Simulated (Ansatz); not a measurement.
## Electronic structure of CH$_{4}$OSi$_{2}$ in real space

```xyz
8

Si   -0.1021    1.8467   -0.0094
C    -0.2107    0.1153   -0.0164
O    -1.1816   -0.8217    0.3807
Si    0.3355   -1.5897    0.1180
H     1.0806    2.3895   -0.7098
H    -1.3317    2.6710   -0.0337
H     0.9964   -2.1262    1.3254
H     0.4137   -2.4849   -1.0548
```

All numbers below come from UKS B3LYP-D4/6-31G* (Ansatz).

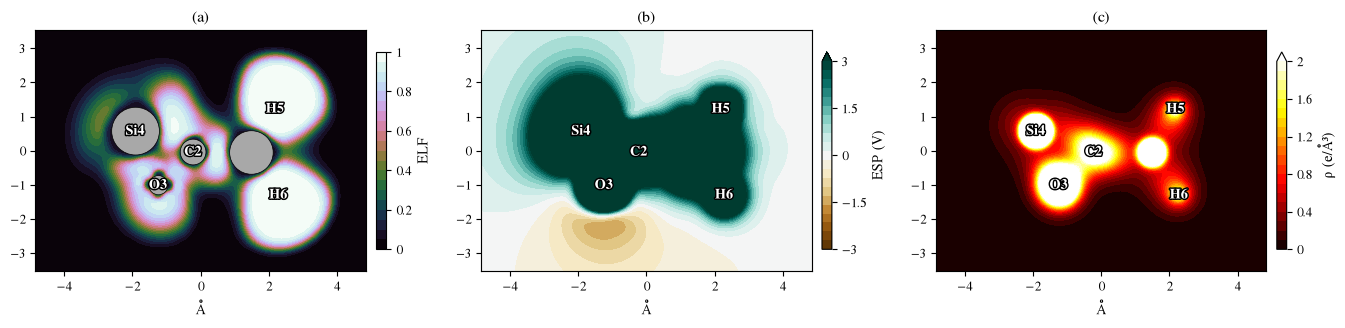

Figure 1. (a) ELF; (b) electrostatic potential; (c) electron density on the plane of atoms C2, O3 and Si4. Grey discs cover the atomic cores in the ELF map.

Describe what can be read from this map.

- The plane passes through C, O, Si and H nuclei.
- C–O (1.41 Å): the density is about 2.1 e/Å³ at the midpoint, with its minimum of 1.8 e/Å³ about 0.5 Å from C; the ELF peaks at about 0.85 between the atoms, as expected for a shared but strongly polarised pair.
- Si–O (1.72 Å): ρ is about 0.98 e/Å³ halfway; the ELF peaks at about 0.80 between the atoms (a shared but strongly polarised pair).
- C–Si (1.80 Å): ρ at the midpoint is about 0.92 e/Å³; the ELF peaks at about 0.80 between the atoms (a shared electron pair).
- The ELF also peaks beside O3, away from the bonds: lone-pair regions.
- Outside the dense part of the molecule the potential is most negative (−1.6 V) near O3.

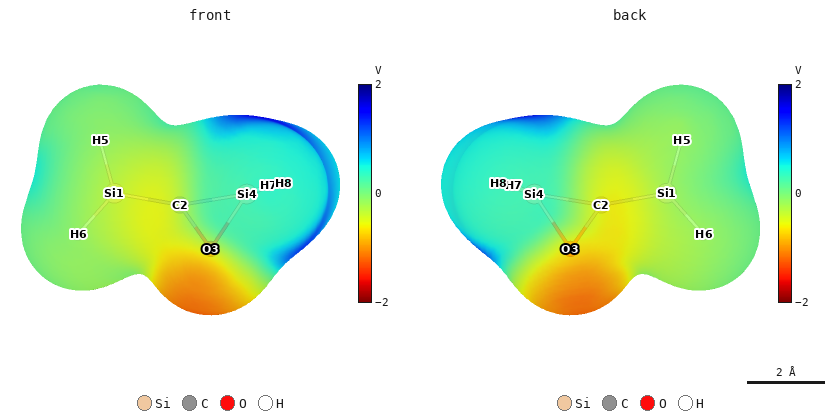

Figure 2. The molecular electrostatic potential painted on the density surface at 0.001 e/bohr³, seen from the front and from behind; the colour scale runs from red (negative) to blue (positive).

Describe the electrostatic potential map.

The most negative region (about −1.2 V) lies over O3, the most positive (about +1.5 V) over Si4. O3 is the likeliest acceptor of a hydrogen bond.

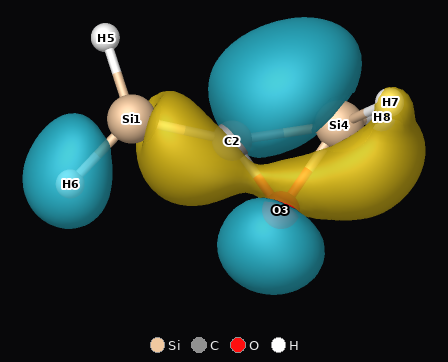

Figure 3. The HOMO−1 at ±0.08 Å⁻³ᐟ² (yellow and cyan are the two phases), seen at a tilt.

Where does this orbital lie, and at what energy?

By Hirshfeld shares it lies mainly on C2 (about 30 %), O3 (about 30 %), Si4 (about 25 %) and Si1 (about 10 %). Its energy is −7.61 eV.
